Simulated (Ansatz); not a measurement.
# SnGe2: what the fields show

```
CELL_PARAMETERS angstrom
4.30710 0.00000 0.00000
-2.15355 3.73006 0.00000
0.00000 0.00000 10.47490
ATOMIC_POSITIONS crystal
Ge 0.66667 0.33333 0.53493
Ge 0.33333 0.66667 0.22642
Sn 0.00000 0.00000 0.86281
Ge 0.33333 0.66667 0.46507
Sn 0.00000 0.00000 0.13719
Ge 0.66667 0.33333 0.77358
```

Space group P-3m1; started from the ordered alloy on diamond lattice prototype, which need not be the ambient phase.

Level of theory: DFT, PBE, plane waves, PAW (Ansatz 0.2.0).

In a PAW calculation such maps are meaningful between the atoms, not at the nuclei.

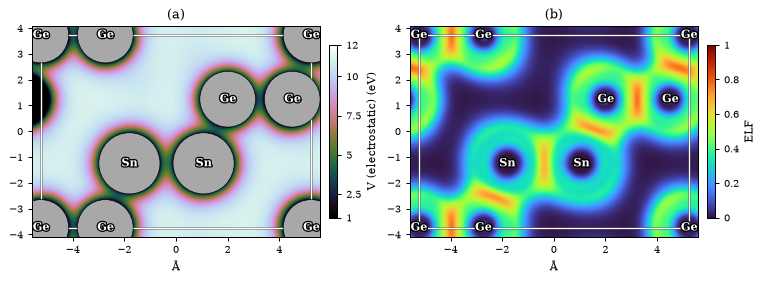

Figure 1. (a) electrostatic potential energy of an electron; (b) electron localisation function on the (110) plane of the conventional cell. Grey discs cover the atomic cores in the potential map.

Read the bonding off the picture.

Answer.
- Atoms in the plane: Ge and Sn.
- Ge–Ge (2.50 Å): the ELF peaks at about 0.75 between the atoms, as expected for a shared electron pair.
- Sn–Ge (2.66 Å): the ELF peaks at about 0.70 between the atoms.
- Sn–Sn (2.87 Å): the ELF peaks at about 0.65 between the atoms.
- Ge–Ge (2.59 Å): the ELF peaks at about 0.75 between the atoms: a covalent bond.
- Outside the cores the potential energy rises away from the atoms and is highest about 2.6 Å from the nearest atoms; its zero is arbitrary.

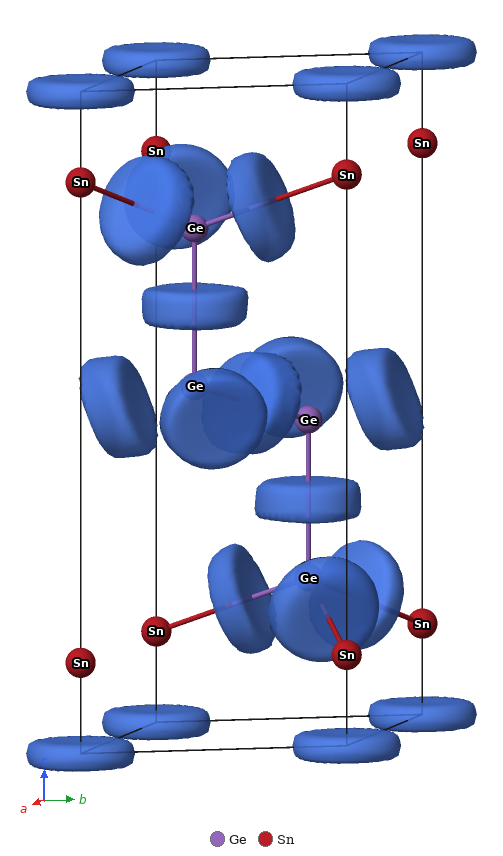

Figure 2. Isosurface of the ELF at 0.55 (blue), seen slightly off an axis. Only the valence region is drawn (cores and ρ < 0.01 e/Å³ removed). Sticks mark near contacts.

Identify the bonds, lone pairs and shells in this picture.

Answer. At this value the surface marks out five regions between bonded Ge–Ge atoms (shared pairs), six regions between bonded Ge–Sn atoms (shared pairs) and one region between bonded Sn–Sn atoms (shared pairs), counted in one cell of 6 atoms. Regions shared between cells count once.
